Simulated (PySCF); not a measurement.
H2AlBr, SMILES [AlH2][Br] at its B3LYP/def2-SVP optimised geometry (Å):

```
4

Al    -0.7674     0.0002     0.0000
H     -1.5019     1.3949     0.0000
H     -1.5009    -1.3949    -0.0001
Br     1.5019     0.0002     0.0000
```

Level of theory: B3LYP/def2-TZVP (PySCF).

Map of the HOMO−1 amplitude (bohr^(-3/2)) on the plane z = 1.5 Å; orbital energy -8.54 eV, overall sign arbitrary:

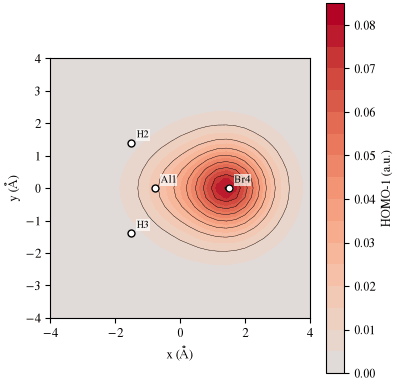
*HOMO−1 amplitude (bohr^(-3/2)) on the plane z = 1.5 Å.*
